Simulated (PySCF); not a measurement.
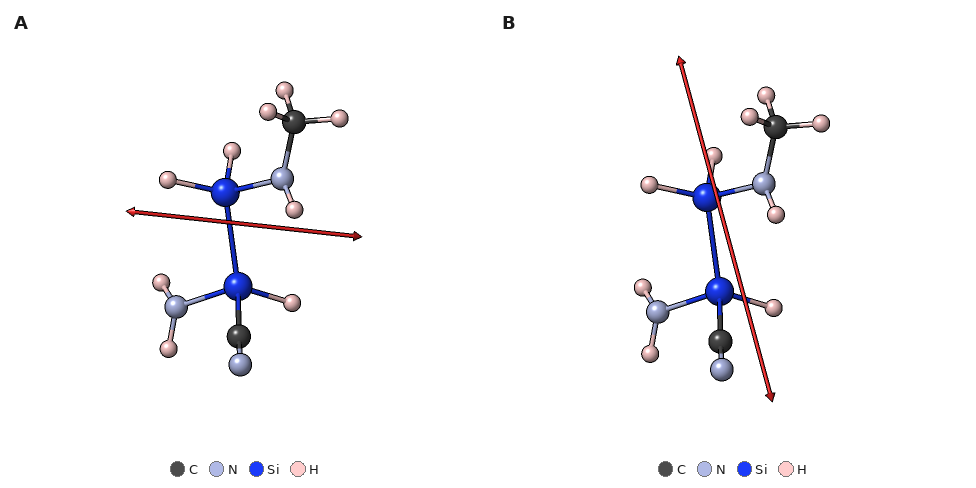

The double arrows show the directions of two transition dipoles from the ground state (lengths mean nothing). Computed geometry: GFN2-xTB optimisation. No frequency run is at hand to confirm it as a minimum. Level of theory: TDDFT CAM-B3LYP/def2-SVPD, vertical, gas phase, core orbitals frozen in the response (PySCF 2.14.0).

> One belongs to singlet state 5 and one to singlet state 6. Which is which?

A: state 6, 6.89 eV (180 nm), oscillator strength 0.016, mainly HOMO−1 → LUMO+1 (weight 0.58).
B: state 5, 6.80 eV (182 nm), oscillator strength 0.033, mainly HOMO−2 → LUMO (weight 0.52).

The geometry is semi-empirical. Around Si such bond lengths and angles can be off by a tenth of an ångström or more and by several degrees, and values that hang on the shape move with them.
